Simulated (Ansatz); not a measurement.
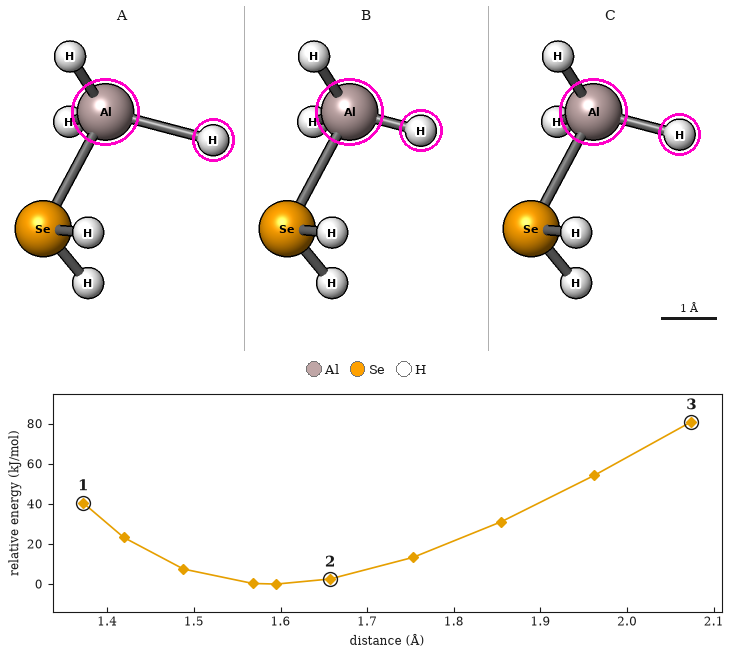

A scan of AlH5Se: one Al–H bond length is varied, with the rest of the molecule carried along rigidly. The frames are shuffled; the numbered points of the plot belong to them. The picture is a ball-and-stick view, seen from a free direction. The ringed atoms are those of the scanned coordinate.

Level of theory: CCSD(T) (def2-TZVPP, Ansatz), on geometries moved rigidly from the minimum at PBE0-D4/def2-TZVP. Coupled cluster with a frozen core. Energies are counted from the PBE0-D4/def2-TZVP minimum geometry at the same level.

Question: Match the frames to the points.

Answer: Point 1 is frame B (the distance 1.372 Å, 40.6 kJ/mol); 2 is frame C (the distance 1.657 Å, 2.5 kJ/mol); 3 is frame A (the distance 2.074 Å, 80.9 kJ/mol). The lowest computed point lies at the distance 1.595 Å (0.0 kJ/mol). At the ends of the scan the energy is 40.6 kJ/mol (1.372 Å) and 80.9 kJ/mol (2.074 Å). The curvature at the lowest point is about 13 eV/Å² (2.1 mdyn/Å). The well is steeper on the short side, as for any bond.
